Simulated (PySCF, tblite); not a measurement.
# C₅H₉ClSi: a rotation path, then NMR shifts on frames

How do NMR shifts of C₅H₉ClSi (`ClC[SiH]1CC=CC1`) change as the atoms move?

Computed with tblite 0.8.0 and PySCF 2.14.0, with density-fitted response routines of our own, on a single molecule in the gas phase. Atoms are numbered from 0 throughout.

## 1. The molecule as given

16 atoms, charge 0, multiplicity 1; geometry from: GFN2-xTB.

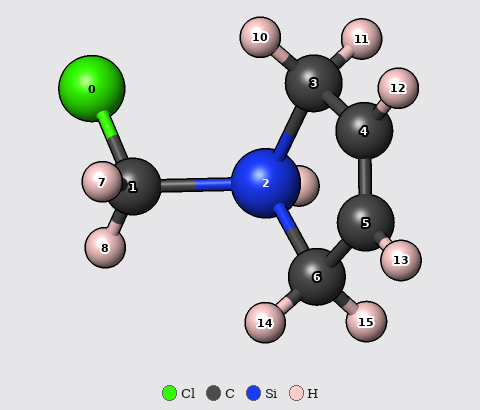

As it starts; chlorine green, carbon dark grey, silicon blue, hydrogen pink, atoms numbered.

## 2. A band between two rotamers with GFN2-xTB

The job: settings as JSON, then the geometry in Å.

```
{"job": {"kind": "neb", "xc": "GFN2-xTB", "basis": "xTB", "atoms": [0, 1, 2, 6], "turn": 120}, "charge": 0, "multiplicity": 1}
Cl     3.358234    -0.892284     0.172617
C      2.150574     0.352650     0.592045
Si     0.675608     0.192953    -0.616739
C     -0.327055    -1.404359    -0.337768
C     -1.673538    -0.911360     0.106228
C     -1.883293     0.389210     0.207361
C     -0.769605     1.338880    -0.125490
H      1.879368     0.185286     1.632015
H      2.657195     1.311183     0.515867
H      1.168311     0.378644    -1.985049
H      0.098680    -2.066253     0.418370
H     -0.433190    -2.007149    -1.240601
H     -2.437764    -1.641452     0.330953
H     -2.831572     0.801265     0.521466
H     -0.558620     1.981055     0.731297
H     -1.080933     2.000677    -0.933982
```

Method: GFN2-xTB climbing-image nudged elastic band, gas phase.

Run with:

```sh
OMP_NUM_THREADS=1 python probes_run.py task.json out
```

One launch serves the whole session: the jobs run in the order shown.

What it wrote:

```text
image   E - E0 / eV
  0       0.0000
  1       0.0080
  2       0.0249
  3       0.0415
  4       0.0480
  5       0.0404
  6       0.0233
  7       0.0068
  8       0.0002
```

Run time: 2.2 s. Hardware: 1 thread of Arm Neoverse V2, shared host; peak memory 0.18 GiB.

The final band, with the dihedral Cl0–C1–Si2–C6:

```
image  dihedral (°)  energy (eV)  energy (kcal/mol)
    0           173        0.000                0.0
    1           188        0.008                0.2
    2           203        0.025                0.6
    3           218        0.041                1.0
    4           233        0.048                1.1
    5           248        0.040                0.9
    6           263        0.023                0.5
    7           278        0.007                0.2
    8           293        0.000                0.0
```

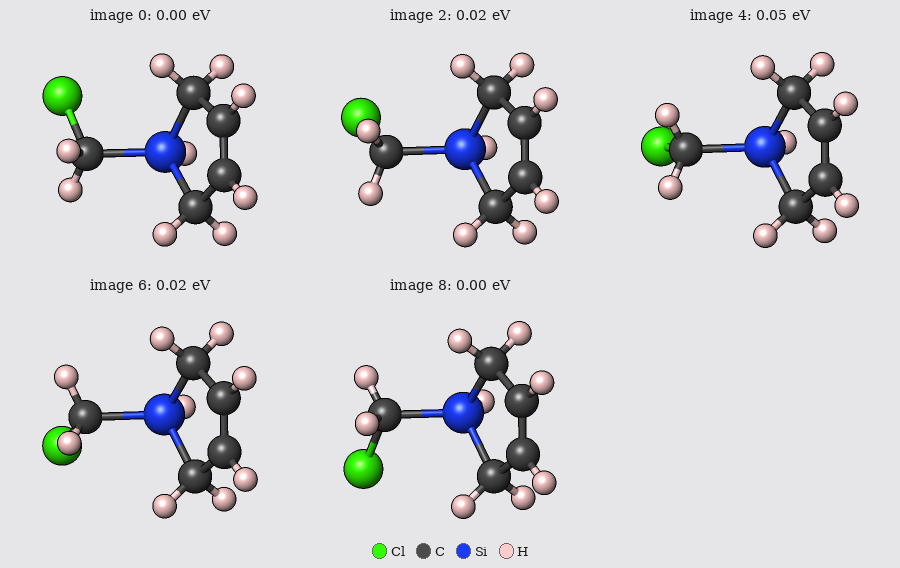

Images along the band.

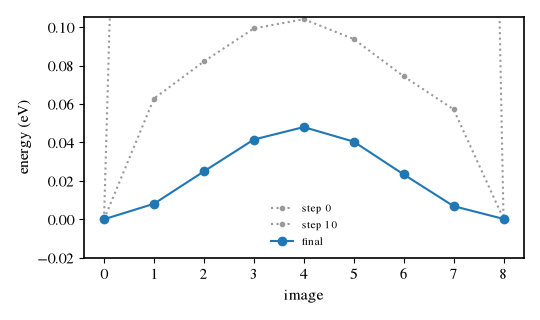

Energy along the band, early and final.

## 3. NMR shieldings: image 0, PBE0/pcSseg-1

The job: settings as JSON, then the geometry in Å.

```
{"job": {"kind": "nmr", "xc": "PBE0", "basis": "pcSseg-1", "pop": false}, "charge": 0, "multiplicity": 1}
Cl     3.358200    -0.892300     0.172600
C      2.150600     0.352600     0.592000
Si     0.675600     0.193000    -0.616700
C     -0.327100    -1.404400    -0.337800
C     -1.673500    -0.911400     0.106200
C     -1.883300     0.389200     0.207400
C     -0.769600     1.338900    -0.125500
H      1.879400     0.185300     1.632000
H      2.657200     1.311200     0.515900
H      1.168300     0.378600    -1.985000
H      0.098700    -2.066300     0.418400
H     -0.433200    -2.007100    -1.240600
H     -2.437800    -1.641500     0.331000
H     -2.831600     0.801300     0.521500
H     -0.558600     1.981100     0.731300
H     -1.080900     2.000700    -0.934000
```

With the program's defaults for keys left out, this is: GIAO PBE0/pcSseg-1 NMR shielding, non-relativistic, gas phase.

What it wrote:

```text
coarse grid: 14264 points
cycle   1  E = -944.9771361094  dE =  7.363e-01  |g| = 4.297e-01  |ddm| = 3.626e+00
cycle   2  E = -944.9673400309  dE =  9.796e-03  |g| = 4.773e-01  |ddm| = 8.404e-01
cycle   3  E = -945.0270900434  dE = -5.975e-02  |g| = 5.108e-02  |ddm| = 4.813e-01
cycle   4  E = -945.0276941780  dE = -6.041e-04  |g| = 1.880e-02  |ddm| = 7.211e-02
cycle   5  E = -945.0277695422  dE = -7.536e-05  |g| = 6.059e-03  |ddm| = 1.988e-02
cycle   6  E = -945.0277779669  dE = -8.425e-06  |g| = 2.243e-03  |ddm| = 7.375e-03
final grid: 128064 points
cycle   7  E = -945.0680109124  dE = -2.973e-05  |g| = 9.344e-03  |ddm| = 2.958e-02
cycle   8  E = -945.0679947729  dE =  1.614e-05  |g| = 1.216e-02  |ddm| = 1.832e-02
cycle   9  E = -945.0680330892  dE = -3.832e-05  |g| = 1.387e-03  |ddm| = 1.098e-02
cycle  10  E = -945.0680334975  dE = -4.083e-07  |g| = 4.771e-04  |ddm| = 1.524e-03
cycle  11  E = -945.0680335545  dE = -5.698e-08  |g| = 7.892e-05  |ddm| = 4.497e-04
cycle  12  E = -945.0680335558  dE = -1.344e-09  |g| = 2.943e-05  |ddm| = 1.065e-04
cycle  13  E = -945.0680335560  dE = -2.112e-10  |g| = 6.866e-06  |ddm| = 3.188e-05
converged SCF energy = -945.0680335560

GIAO shielding tensors (ppm)
atom      isotropic    diamagn.    paramagn.     s11        s22        s33       span
  0 Cl     935.416    1144.909    -209.493    836.131    862.179   1107.938    271.807
  1 C      155.064     251.599     -96.534    133.532    142.003    189.658     56.126
  2 Si     352.583     879.325    -526.742    314.454    367.208    376.085     61.631
  3 C      167.503     252.806     -85.304    154.329    159.286    188.893     34.564
  4 C       48.202     255.225    -207.023    -61.636     64.259    141.983    203.619
  5 C       49.188     255.260    -206.072    -59.607     67.403    139.766    199.373
  6 C      168.230     254.007     -85.777    157.498    159.021    188.172     30.675
  7 H       28.812      30.598      -1.786     23.263     28.356     34.817     11.554
  8 H       28.627      29.061      -0.434     22.276     28.318     35.285     13.009
  9 H       27.067      28.519      -1.451     23.669     25.350     32.183      8.514
 10 H       29.913      30.728      -0.815     24.916     29.006     35.817     10.901
 11 H       29.833      29.850      -0.017     25.135     27.743     36.621     11.486
 12 H       25.567      30.411      -4.844     23.205     26.340     27.156      3.952
 13 H       25.659      30.502      -4.842     23.174     26.300     27.505      4.331
 14 H       30.308      31.497      -1.189     25.866     28.594     36.465     10.598
 15 H       30.043      30.229      -0.185     25.360     27.605     37.164     11.804
```

Run time: 19 s. Hardware: 1 thread of Arm Neoverse V2, shared host; peak memory 0.82 GiB.

The references, computed at this level on geometries of the same kind, shield at (ppm): 1H TMS 31.72, 13C TMS 186.9, 29Si TMS 349.2, 35Cl HCl 950. Their shielding less the atom's gives the shift. The references are single molecules in the gas phase. Each atom is listed at this fixed geometry, with no averaging over motion; a spectrum would average atoms that exchange fast.

```
atoms                                                environment  σ (ppm)  δ (ppm)
   C4                                                  alkene CH     48.2    138.7
   C5                                                  alkene CH     49.2    137.7
   C1                                sp3 CH2 bonded to Cl and Si    155.1     31.9
   C3                               allylic sp3 CH2 bonded to Si    167.5     19.4
   C6                               allylic sp3 CH2 bonded to Si    168.2     18.7
  H12                                   hydrogen on an alkene CH    25.57     6.15
  H13                                   hydrogen on an alkene CH    25.66     6.06
   H9  hydrogen on a silicon bonded to 3 C, in a 5-membered ring    27.07     4.65
   H8                 hydrogen on an sp3 CH2 bonded to Cl and Si    28.63     3.09
   H7                 hydrogen on an sp3 CH2 bonded to Cl and Si    28.81     2.90
  H11                hydrogen on an allylic sp3 CH2 bonded to Si    29.83     1.88
  H10                hydrogen on an allylic sp3 CH2 bonded to Si    29.91     1.80
  H15                hydrogen on an allylic sp3 CH2 bonded to Si    30.04     1.67
  H14                hydrogen on an allylic sp3 CH2 bonded to Si    30.31     1.41
  Cl0                                       chlorine bonded to C      935       14
  Si2             silicon bonded to 3 C, H, in a 5-membered ring    352.6     -3.4
```

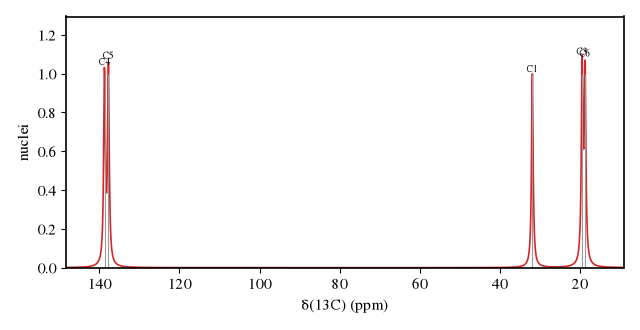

13C lines at the computed shifts, without couplings. Lines are broadened to a width of 0.48 ppm (Lorentzian).

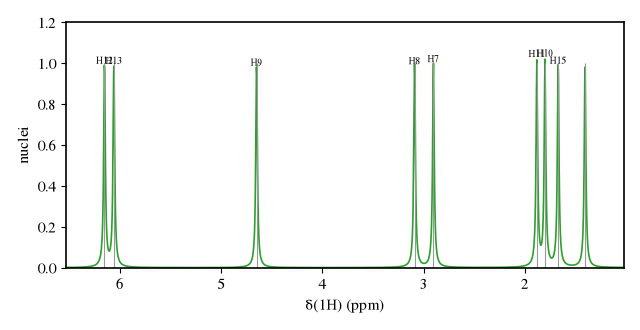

1H lines at the computed shifts, without couplings. Lines are broadened to a width of 0.02 ppm (Lorentzian).

Ring of atoms Si2, C3, C4, C5, C6: NICS(0) -1.8, NICS(1) -2.8, NICS(1)zz -1.7 ppm (means of both faces).

## 4. Nuclear shieldings: image 2, PBE0/pcSseg-1

The job: settings as JSON, then the geometry in Å.

```
{"job": {"kind": "nmr", "xc": "PBE0", "basis": "pcSseg-1", "pop": false}, "charge": 0, "multiplicity": 1}
Cl     3.637600    -0.309700    -0.153400
C      2.151900     0.297100     0.621400
Si     0.683100     0.118600    -0.601200
C     -0.380700    -1.431200    -0.271500
C     -1.717500    -0.873600     0.124000
C     -1.878100     0.436900     0.172700
C     -0.725600     1.332000    -0.174300
H      2.025300    -0.287700     1.529800
H      2.344600     1.331300     0.898900
H      1.177200     0.230800    -1.975100
H      0.008200    -2.074500     0.519900
H     -0.496100    -2.067700    -1.149200
H     -2.516000    -1.566100     0.352000
H     -2.814800     0.897400     0.449100
H     -0.501300     2.003300     0.656500
H     -1.005400     1.972100    -1.011100
```

With the program's defaults for keys left out, this is: GIAO PBE0/pcSseg-1 NMR shielding, non-relativistic, gas phase.

What it wrote:

```text
coarse grid: 14264 points
cycle   1  E = -944.9744380615  dE =  7.369e-01  |g| = 4.320e-01  |ddm| = 3.627e+00
cycle   2  E = -944.9646219643  dE =  9.816e-03  |g| = 4.800e-01  |ddm| = 8.426e-01
cycle   3  E = -945.0249324993  dE = -6.031e-02  |g| = 5.127e-02  |ddm| = 4.798e-01
cycle   4  E = -945.0255430123  dE = -6.105e-04  |g| = 1.900e-02  |ddm| = 7.248e-02
cycle   5  E = -945.0256211495  dE = -7.814e-05  |g| = 5.631e-03  |ddm| = 1.945e-02
cycle   6  E = -945.0256285551  dE = -7.406e-06  |g| = 2.042e-03  |ddm| = 7.051e-03
final grid: 128064 points
cycle   7  E = -945.0657319126  dE = -3.245e-05  |g| = 9.096e-03  |ddm| = 2.957e-02
cycle   8  E = -945.0657190843  dE =  1.283e-05  |g| = 1.143e-02  |ddm| = 1.744e-02
cycle   9  E = -945.0657530622  dE = -3.398e-05  |g| = 1.021e-03  |ddm| = 1.027e-02
cycle  10  E = -945.0657532547  dE = -1.925e-07  |g| = 4.111e-04  |ddm| = 1.244e-03
cycle  11  E = -945.0657532970  dE = -4.226e-08  |g| = 9.072e-05  |ddm| = 3.981e-04
cycle  12  E = -945.0657532988  dE = -1.863e-09  |g| = 3.024e-05  |ddm| = 1.104e-04
cycle  13  E = -945.0657532991  dE = -2.178e-10  |g| = 7.406e-06  |ddm| = 3.170e-05
converged SCF energy = -945.0657532991

GIAO shielding tensors (ppm)
atom      isotropic    diamagn.    paramagn.     s11        s22        s33       span
  0 Cl     918.455    1144.251    -225.797    803.085    858.274   1094.005    290.920
  1 C      155.169     251.381     -96.212    135.331    143.714    186.461     51.130
  2 Si     344.073     879.251    -535.178    322.487    340.053    369.679     47.191
  3 C      166.338     253.163     -86.825    152.944    159.914    186.155     33.211
  4 C       48.719     255.221    -206.502    -60.374     66.055    140.476    200.851
  5 C       48.975     255.238    -206.263    -59.325     65.557    140.694    200.019
  6 C      166.646     254.104     -87.458    153.725    158.125    188.088     34.363
  7 H       28.740      30.354      -1.614     23.366     28.504     34.349     10.983
  8 H       28.707      29.556      -0.850     22.228     28.787     35.105     12.876
  9 H       27.056      28.435      -1.380     23.590     25.975     31.602      8.012
 10 H       30.070      31.037      -0.967     25.378     28.641     36.191     10.813
 11 H       29.760      29.968      -0.208     25.154     27.637     36.490     11.336
 12 H       25.603      30.410      -4.807     23.173     26.342     27.294      4.121
 13 H       25.700      30.537      -4.837     23.212     26.436     27.450      4.238
 14 H       30.284      31.641      -1.357     25.769     28.722     36.362     10.593
 15 H       29.916      30.301      -0.385     25.334     27.641     36.773     11.438
```

It took 18 s on 1 thread of Arm Neoverse V2, shared host; peak memory 0.83 GiB.

Key values: δ C4 138.2, C5 137.9, C1 31.8, C3 20.6, H12 6.11, H13 6.02 ppm.

(Part 1 of 2 ends here.)
